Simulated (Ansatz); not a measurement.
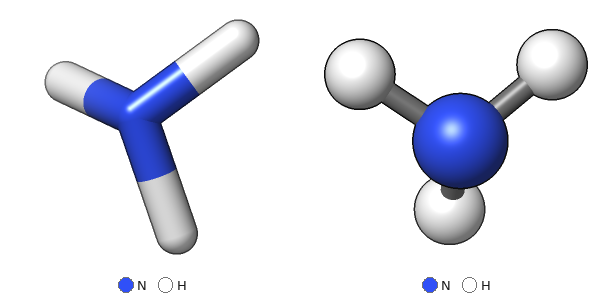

Two views of one molecule.

The geometry was computed by an optimisation with PBE0-D4/def2-TZVP.

Which formula does it have?

NH₃, 4 atoms: 1 nitrogen and 3 hydrogen.

Count the bonded pairs by element.

3 N–H.

The parts below concern this one geometry. Atoms keep their numbers from picture to picture.

Shape

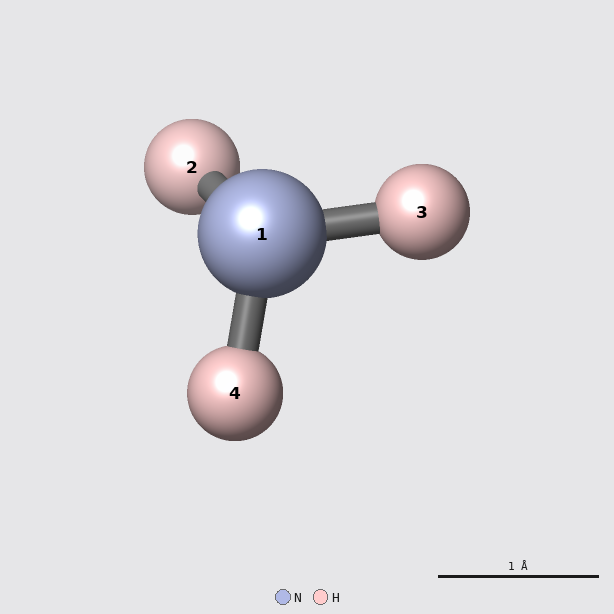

Which atoms are bonded, and how long are the bonds?

```json
{"bond": "N1–H2", "length (Å)": "1.013", "order": "single"}
{"bond": "N1–H3", "length (Å)": "1.013", "order": "single"}
{"bond": "N1–H4", "length (Å)": "1.013", "order": "single"}
```

Electronic properties

Method: RKS PBE-D4/def2-TZVPP (Ansatz 0.2.0).

Predict the main results.

- dipole moment: 1.57 D
- HOMO energy (Kohn–Sham orbital): −5.96 eV
- LUMO energy (Kohn–Sham orbital): 0.23 eV
- HOMO–LUMO gap: 6.19 eV
- vertical ionisation energy: 10.87 eV

Vibrations

Harmonic vibrations computed with RKS PBE0-D4/def2-TZVP (Ansatz 0.2.0) at a stationary point of the same level.

How many vibrational modes are there, and where do they lie?

6 modes: 1031, 1670, 1670, 3502, 3631, 3631 cm⁻¹.

Charges

The questions are on Mulliken charges. Level of theory: RKS ωB97M-V/def2-TZVPP (Ansatz 0.2.0).

Give the Mulliken charges atom by atom.

```
atom  value (e)
  N1      −0.35
  H2       0.12
  H3       0.12
  H4       0.12
```

Mulliken values depend strongly on the basis set and can even reverse the polarity of a bond.
